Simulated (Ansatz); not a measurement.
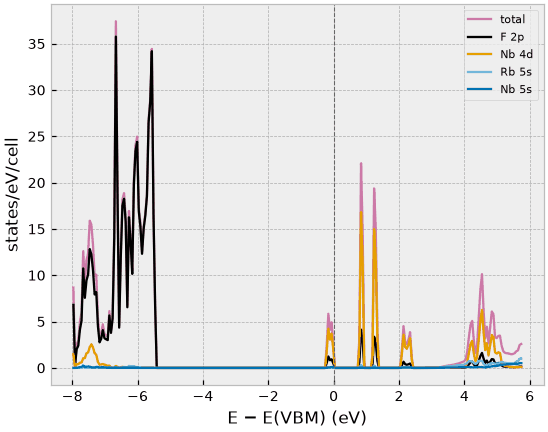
*Total and projected density of states of Rb₂NbF₆ in space group P-3m1 (No. 164; Rb on 2d, Nb on 1a, F on 6i), the program Ansatz at the r²SCAN level (PAW)*

### Question
Which orbitals carry the states next to the gap?

### Answer
Top 1 eV of the valence band: Nb 4d 74 %, F 2p 20 %. Bottom 1 eV of the conduction band: Nb 4d 77 %, F 2p 18 %. Projections are on Löwdin-orthogonalised atomic valence shells; empty p or d shells of many metals are not among them.

### Question
Where is the tallest occupied peak in this window, and what makes it?

### Answer
Near -6.7 eV, about 37 states/eV per cell; the largest projected share is F 2p.

The first step of the workflow began from a Materials Project structure, measured or hypothetical; the Crystallography Open Database files this formula in space group No. 164, but the cells were not matched. Its standing as an ambient phase is unchecked. Symmetry was held in the r²SCAN relaxation; its stability against distortions is not shown here. Spin order of the final state: ferromagnetic, chosen from 4 collinear starts compared on coarse meshes (ties went to the first, and starts can fall back to one state), not a proven ground state. Other orbital occupations within this spin state were not tried. No Hubbard U is applied. Scalar-relativistic: spin–orbit coupling is off unless named, which matters more the heavier the elements.

Potentials: the later of the program's two PAW sets.
